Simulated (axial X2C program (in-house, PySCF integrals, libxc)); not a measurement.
**AsSi⁺: relativistic diatomic calculation**

- system: AsSi⁺. The reference is closed-shell AsSi⁺; the roots are vertical excitation energies. The distance is the PBE0 minimum at charge 1.
- method: EOM-EE-CCSD, two-component X2C with atomic mean-field Coulomb and Gaunt terms, As dyall-acv3z, Si dyall-av3z (cores contracted) (axial X2C program (in-house, PySCF integrals, libxc))

## Output
```
two-component X2C + atomic mean field  HF
basis functions 181  fitting functions 1007  grid points 5080
iter        total energy     max residual
   1      -2543.786508434     1.11e+01
   2      -2545.323707516     9.85e+00
   3      -2546.262981910     7.76e+00
   4      -2547.337493052     9.64e-01
   5      -2547.472681837     5.69e-01
   6      -2547.498488799     1.04e-01
   7      -2547.507126453     9.14e-02
   8      -2547.507978744     9.52e-02
   9      -2547.508385761     1.02e-02
  10      -2547.508435374     4.43e-03
  11      -2547.508447082     2.37e-03
  12      -2547.508448866     1.00e-03
  13      -2547.508449231     5.20e-04
  14      -2547.508449316     5.36e-04
  15      -2547.508449352     1.19e-04
  16      -2547.508449365     5.12e-05
  17      -2547.508449370     5.28e-05
  18      -2547.508449371     3.49e-05
  19      -2547.508449372     4.45e-06
  20      -2547.508449372     3.35e-06
  21      -2547.508449372     2.31e-06
  22      -2547.508449372     7.11e-07
converged
one-electron -3743.84870882  Coulomb 1195.01248119  exact exchange -102.80242064  xc functional 0.00000000  nuclear repulsion 104.97203583  atomic mean-field constant -0.84183694
correlated 8  virtual 268  natural virtual 88  E(MP2) -0.171452217  MP2 remainder -0.017425263
iter   CCSD correlation   residual
   1     -0.178304816   1.69e-01
   2     -0.190523521   9.03e-02
   3     -0.193021747   5.02e-02
   4     -0.194218798   3.47e-02
   5     -0.194891172   2.06e-02
   6     -0.194962913   8.90e-03
   7     -0.195090665   4.33e-03
   8     -0.195101624   2.09e-03
   9     -0.195101994   1.06e-03
  10     -0.195108753   4.80e-04
  11     -0.195113348   2.32e-04
  12     -0.195115727   1.09e-04
  13     -0.195116247   6.62e-05
  14     -0.195116075   4.36e-05
  15     -0.195116260   2.63e-05
  16     -0.195116397   1.59e-05
  17     -0.195116606   9.25e-06
  18     -0.195116662   5.29e-06
  19     -0.195116700   3.21e-06
  20     -0.195116733   2.00e-06
  21     -0.195116766   1.23e-06
  22     -0.195116789   6.34e-07
  23     -0.195116794   3.41e-07
(T) -0.011848200325777818  T1 0.0287  D1 0.0481  max T2 0.228
EOM-EE-CCSD roots
2*Omega      energy/Eh   energy/eV  one-particle weight
    0       0.07817915      2.1274      0.754
    0       0.07844397      2.1346      0.718
    0       0.08840428      2.4056      0.052
    0       0.09677358      2.6333      0.051
    0       0.09751356      2.6535      0.035
    2      -0.01022956     -0.2784      0.954
    2       0.02090061      0.5687      0.902
    2       0.08243961      2.2433      0.822
    2       0.09990803      2.7186      0.935
    4       0.00903962      0.2460      0.929
    4       0.01483063      0.4036      0.942
    4       0.09456550      2.5733      0.824
    6       0.13643206      3.7125      0.000
```

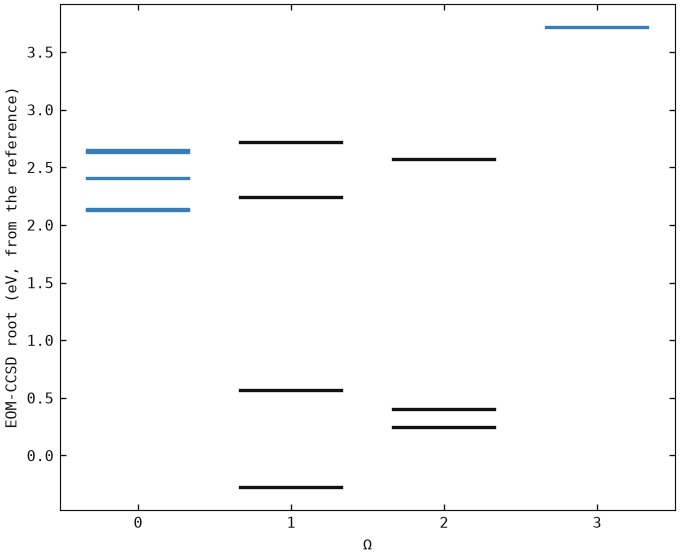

**Figure 1.** EOM-CCSD roots by Ω at 2.33 Å; roots whose one-particle weight is under 0.8 have the second colour. The lowest has Ω = 1 and lies at −0.278 eV, with one-particle weight 0.95. 6 of the 13 roots are less well described at this level.

## The input
```
{"zs": [33, 14], "q": 1, "bas": ["dyall-acv3z", "dyall-av3z"], "r0": 2.37, "eom": "ee", "thr": -2.0, "nmax": 88}
```

The line is the task of a batch: nuclear charges, charge, bases, a first guess of the distance and further settings. This report covers the levels named above. The log is that of the reference distance 2.329 Å.

The run was one of a batch that the task file lists, launched with:
```bash
python <driver script> task.json out
```

## Summary

- outcome: converged
- HF energy of the reference AsSi⁺: −2547.50845 hartree
- MP2 energy of the reference AsSi⁺: −2547.67990 hartree
- CCSD energy of the reference AsSi⁺ (with the MP2 share of the virtual spinors left out of the coupled-cluster step): −2547.72099 hartree
- CCSD(T) energy of the reference AsSi⁺: −2547.73284 hartree
- T1 diagnostic (spinor form; for a closed shell √2 times the usual value): 0.029
- hardware: 1 thread of Arm Neoverse N1, 16 GiB of memory available, shared host
- wall time: 33 s
- peak memory: 0.59 GiB
